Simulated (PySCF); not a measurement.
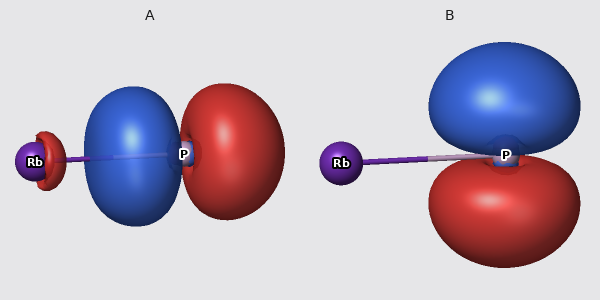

Figure. RbP (triplet). Two frontier α-spin orbitals, each drawn at the value that holds 80 % of its norm (red and blue are the two phases), in no order; of a degenerate pair one member is drawn.

Method: PBE0/jorge-DZP-DKH, spin-free X2C-1e, Gaussian nucleus, at a bond length of 3.174 Å (PySCF).

Label each orbital by symmetry, say whether it is occupied, and order them by energy.

Orbital B: π, occupied in this spin, −4.99 eV; almost wholly on P.
Orbital A: σ, occupied in this spin, −4.32 eV; mainly on P (85 %).
